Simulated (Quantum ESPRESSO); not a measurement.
# λ and ρ(T) of Ta (Im-3m) from pw.x, ph.x and EPW, part 2 of 2

How strongly do phonons scatter the electrons of Ta (Im-3m), and how dense must the meshes be?

Quantum ESPRESSO 7.5; DFT PBE, scalar-relativistic, plane waves, PseudoDojo 0.4.1 norm-conserving pseudopotentials.

So far, resistivity at 300 K (μΩ cm): step 9 (resistivity: fine k 24×24×24, q 12×12×12, adaptive width …) 14.7; step 11 (fine q mesh 16×16×16, fine mesh 32×32×32) 16.1.

## (12) Coupling and Tc: fine k 32×32×32, q 16×16×16, width 0.1 eV, window 0.41 eV (continued)

Tc lies where the eigenvalue is 1; mu* = 0.13. Eigenvalue against temperature:

```csv
T (K),largest eigenvalue of the linearised gap equation
0.5,3.875
1,3.216
2,2.563
4,1.92
8,1.292
16,0.7045
32,0.2478
```

λ = 1.11 and ħω_log = 10.9 meV, against 1.16 and 11.2 with fine k 20×20×20, q 10×10×10, width 0.15 eV (-5 % in λ). The eigenvalue passes 1 near 11 K.

## (13) Coupling and Tc: fine k 32×32×32, q 16×16×16, width 0.05 eV, window 0.3 eV

The sum is repeated with other delta width and window to test it.

File a2f-3.in:

```
--
 &inputepw
    prefix='x',
    outdir='./tmp',
    dvscf_dir='./save',
    elph=.true.,
    etf_mem=1,
    nbndsub=9,
    bands_skipped='exclude_bands = 1-4',
    use_ws=.true.,
    vme='wannier',
    asr_typ='crystal',
    nk1=8,
    nk2=8,
    nk3=8,
    nq1=4,
    nq2=4,
    nq3=4,
    amass(1)=180.9479,
    epwwrite=.false.,
    epwread=.true.,
    wannierize=.false.,
    nkf1=32,
    nkf2=32,
    nkf3=32,
    nqf1=16,
    nqf2=16,
    nqf3=16,
    mp_mesh_k=.true.,
    ephwrite=.true.,
    eliashberg=.true.,
    liso=.true.,
    limag=.true.,
    tc_linear=.true.,
    tc_linear_solver='lapack',
    fsthick=0.3,
    degaussw=0.05,
    degaussq=0.5,
    nqstep=500,
    muc=0.13,
    wscut=0.3,
    nsiter=500,
    nstemp=7,
    temps=0.5 1.0 2.0 4.0 8.0 16.0 32.0,
 /
```

On the command line:

```sh
OMP_NUM_THREADS=1 mpirun -n 8 epw.x -nk 8 -in a2f-3.in > a2f-3.out
```

It took 11 min on 8 MPI ranks of Arm Neoverse N1, shared host; 1.5 h of CPU time.

This step gave:

| Quantity | Value |
| --- | --- |
| coupling constant λ | 1.115 |
| log mean phonon energy ħω_log | 11.09 meV |
| density of states at the Fermi level | 0.6722 states/eV a spin and cell |

The a2F has structure finer than the step of the table below, so its rows give means over 2 meV, whole bins alone (the curve runs from 0.044 to 21.7 meV). Peaks (meV: height): 10.4: 0.788, 16.5: 1.26.

Table of a2F by phonon energy; means over each step:

```csv
phonon energy (meV),a2F
2,0.00971
4,0.0463
6,0.119
8,0.230
10,0.591
12,0.431
14,0.497
16,1.09
18,0.292
20,0.0321
```

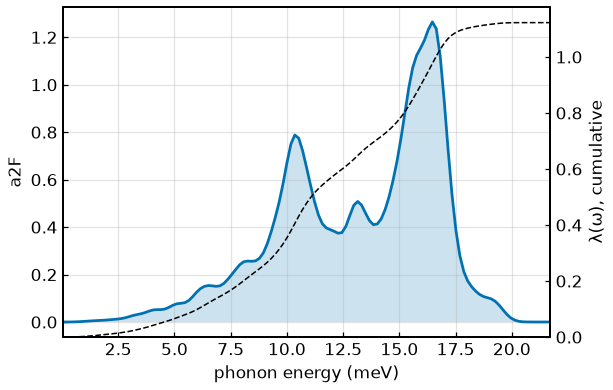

A2F against phonon energy. The dashed line is the running λ.

λ = 1.11 and ħω_log = 11.1 meV, against 1.11 and 10.9 with fine k 32×32×32, q 16×16×16, width 0.1 eV (+1 % in λ). The eigenvalue passes 1 near 12 K.

## (14) What came out

| Property | Result |
| --- | --- |
| Wannier functions, band error | 9 functions; 10 meV r.m.s. |
| coupling constant λ, fine k 32×32×32, q 16×16×16, width 0.1 eV, window 0.41 eV | 1.11 |
| ħω_log | 10.9 meV |
| Tc at μ* = 0.13, Allen–Dynes | 9.5 K |
| resistivity at 300 K, 24×24×24 | 14.7 μΩ cm |
| resistivity at 300 K, 32×32×32 | 16.1 μΩ cm |

In words: Step 8: Distinct peaks of the a2F stand at 10.35 and 15.77 meV; the one at 15.8 meV is strongest. Step 13: Twice the integral of α²F/ω over this curve gives λ = 1.1, half of it from below 11.9 meV. Step 13: The most distinct maxima of the a2F lie at 10.35 and 16.47 meV, the highest at 16.5 meV. On the finest meshes run, Ta (Im-3m) has λ = 1.1 and a phonon-limited resistivity of 16.1 μΩ cm at 300 K. The last refinement of the mesh moved the resistivity by 9 %, so it is not converged, and no rank of the meshes against a measured value means much. On the finest mesh the adaptive width still reaches 0.45 eV against a window of 0.32 eV; the window, which cuts off final states, was not widened. N(E_F) runs from 0.65 to 0.67 states/eV a spin over these sums; λ is quoted for fine k 32×32×32, q 16×16×16, width 0.1 eV. The Eliashberg Tc is interpolated in log T between temperatures a factor of two apart, and its μ* acts up to a cut-off of 0.3 eV, so it weighs less than the same number in Allen and Dynes's formula. Over the sums on sound settings, λ spans 1.11 to 1.16, and the Allen–Dynes Tc 9.5 to 10 K. Between 150 and 500 K the resistivity rises by a factor of 3.59, against 3.33 for a straight line through the origin. The rows at 400 and 500 K moved by more than 10 % in the last refinement. The Sommerfeld coefficient follows from γ = (π²/3) k_B² N(E_F)(1 + λ), with twice the density of states a spin that EPW reads on the fine mesh at this width. Spin–orbit coupling is left out, though Ta is heavy. The q mesh of ph.x (4×4×4), the k mesh and smearing of the ground state (12×12×12) and EPW's coarse k mesh (8×8×8) were not varied. Only scattering by harmonic phonons counts; impurities, grain boundaries and thermal expansion are left out, and μ* is typed.

Comparison with the measured values:

```
                                                   quantity  measured        24×24×24         32×32×32  k 20×20×20, 0.15 eV  k 32×32×32, 0.1 eV  k 32×32×32, 0.05 eV      Allen–Dynes        Eliashberg
 resistivity at 300 K (computed: phonon part alone) (μΩ cm)      13.5  14.72 (+9.0 %)  16.07 (+19.1 %)                    -                   -                    -                -                 -
 resistivity at 500 K (computed: phonon part alone) (μΩ cm)      22.9  24.20 (+5.7 %)  27.24 (+18.9 %)                    -                   -                    -                -                 -
    Sommerfeld coefficient γ (per mole of Ta) (mJ/(mol K²))       5.7               -                -       6.61 (+16.0 %)      6.44 (+13.1 %)       6.70 (+17.6 %)                -                 -
superconducting transition temperature (μ* = 0.13) (kelvin)       4.5               -                -                    -                   -                    -  9.52 (+111.6 %)  11.29 (+151.0 %)
```

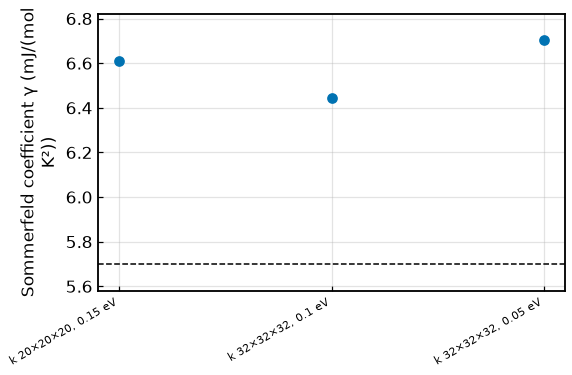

The Sommerfeld coefficient γ by level; the dashed line is the measured value.

Measured values from CRC Press, section 12, read from Wikipedia's data page (2003), NBS Monograph 21, table 3 (1960) and arxiv:1309.5331 (2013).

How well it matches: For the resistivity at 300 K, of the levels listed nearest comes 24×24×24 (+9.0 %, fair agreement) and farthest 32×32×32 (+19.1 %, fair agreement). For the resistivity at 500 K, of the levels listed nearest comes 24×24×24 (+5.7 %, good agreement) and farthest 32×32×32 (+18.9 %, fair agreement). For the Sommerfeld coefficient γ, of the levels listed nearest comes k 32×32×32, 0.1 eV (+13.1 %, fair agreement) and farthest k 32×32×32, 0.05 eV (+17.6 %, fair agreement). For the superconducting transition temperature, of the levels listed nearest comes Allen–Dynes (+111.6 %, a clear miss) and farthest Eliashberg (+151.0 %, a clear miss). Limits of convergence are named above.

[The logs of pw.x and epw.x are selected lines.]

[Logs are printed without paths, hosts, clocks, repeated set-up lines and the standing remarks that a program may print on its own settings, such as how far it seeks lower states.]

[Hosts, paths, dates, database ids (printed as entryN), source tags and the programs' standing remarks are cut or masked in the printed files.]
